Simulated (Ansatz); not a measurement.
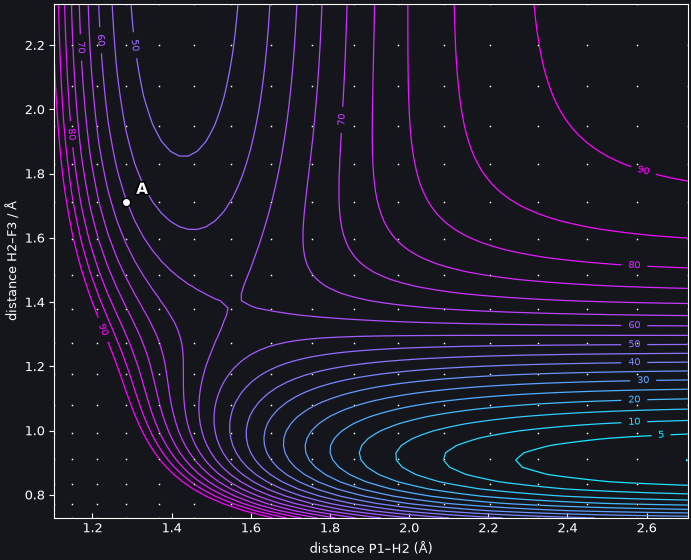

The system P + HF, spin multiplicity 4. First axis: distance P1–H2. Second axis: distance H2–F3. Nothing is relaxed (the angle P1–H2–F3 is fixed at 120 degrees). The scan uses a 17 × 17 grid. Points are written as (first, second). Energies: kcal/mol, counted from the lowest grid point. In part of the range the unrestricted reference is strongly spin-contaminated. Computed with Ansatz 0.2.0, UHF/aug-cc-pVTZ.

In the figure: contour lines labelled in kcal/mol (none above 90), dots at the grid points, the point A. Between grid points the surface is interpolated.

Which way does the force act at A, and how strong is it?

Answer. A, at (1.286 Å, 1.711 Å), is not a stationary point. The computed force is 106 kcal/mol for each Å towards larger values of distance P1–H2 and 31 kcal/mol for each Å towards larger values of distance H2–F3.
